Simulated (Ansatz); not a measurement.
Consider CH₉NOSi₂.

Input file:

```
crystal:
  periodic: [false, false, false]
  atoms:
    - {symbol: C, position_ang: [-1.147547, -1.470077, -0.881849]}
    - {symbol: "N", position_ang: [0.040377, 1.286377, -0.965840]}
    - {symbol: O, position_ang: [-0.754615, -0.105386, -3.300525]}
    - {symbol: Si, position_ang: [-0.061762, -0.252785, -1.784278]}
    - {symbol: Si, position_ang: [-1.251285, 2.349365, -0.473609]}
    - {symbol: H, position_ang: [-1.206568, -2.423830, -1.429691]}
    - {symbol: H, position_ang: [-2.171078, -1.075211, -0.781462]}
    - {symbol: H, position_ang: [-0.754082, -1.670005, 0.127261]}
    - {symbol: H, position_ang: [1.352924, -0.723273, -1.878223]}
    - {symbol: H, position_ang: [-0.367134, 0.559004, -3.882334]}
    - {symbol: H, position_ang: [0.986489, 1.629372, -0.814254]}
    - {symbol: H, position_ang: [-1.097857, 2.769249, 0.952389]}
    - {symbol: H, position_ang: [-1.323337, 3.598147, -1.293976]}
    - {symbol: H, position_ang: [-2.529299, 1.602485, -0.634390]}
basis:
  gaussian:
    orbitals: def2-SVPD
output:
  forces: true
  orbitals: {seedname: orbitals}
hamiltonian:
  xc: {name: PBE0}
```

Launched as:

```sh
ansatz run input.yaml --threads 2 --pin off --max-ram 5220MiB --events-out events.jsonl --progress --plain --runs-dir runs
```

Geometry: B3LYP-D3(BJ)/def2-SVP.

These are results of Ansatz 0.2.0, isolated molecule in a Gaussian basis; Kohn-Sham density functional theory, functional PBE0, not measurements.

### Predict the electron density and electron localisation function between the atoms.

Si–N (1.74 Å): ρ is about 1 e/Å³ halfway; the ELF peaks at about 0.90 between the atoms, as expected for a polar covalent bond.
N–H (1.02 Å): the density is about 2.7 e/Å³ at the midpoint; the ELF climbs to about 1 towards the hydrogen, as it does in any bond to H; an ordinary covalent bond to hydrogen.

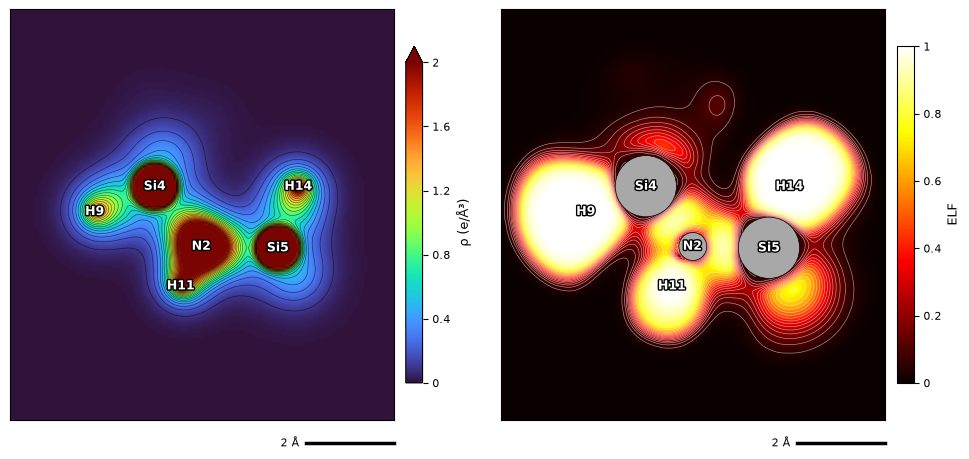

Computed electron density and electron localisation function on the plane of atoms Si4, N2 and H11, in this order. Grey discs cover the atomic cores in the ELF map. 
